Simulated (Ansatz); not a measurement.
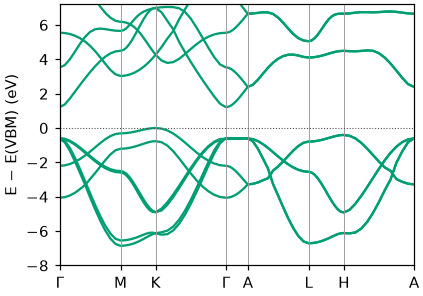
Band structure from the program Ansatz at the LDA level (PAW)

Q: Read off the gap and where the band edges lie.

A: About 1.2 eV (1.22 eV by a search for the band edges); maximum at K, minimum at Γ.

Q: Pick the material that matches.
(A) GaN, P6_3/mmc (Ga on 2d, N on 2b)
(B) K2S, P6_3/mmc (S on 2c, K on 2a, K on 2d)
(C) MoSe2, P6_3/mmc (Mo on 2c, Se on 4f)
(D) GaSe, P6_3/mmc (Ga on 4f, Se on 4f)

A: A, GaN, P6_3/mmc (Ga on 2d, N on 2b)

The first step of the workflow began from a Materials Project structure, measured or hypothetical; the Crystallography Open Database copy checked does not list it. It is not the phase usual at ambient conditions (space group No. 186, 216). The LDA relaxation kept the symmetry of its start; phonons on a q-mesh show weakly imaginary modes. A crystal of weakly bound layers computed without a dispersion correction: the cell and the soft elastic constants depend strongly on that. Scalar-relativistic: spin–orbit coupling is off unless named, which matters more the heavier the elements.

Potentials: the later of the program's two PAW sets.
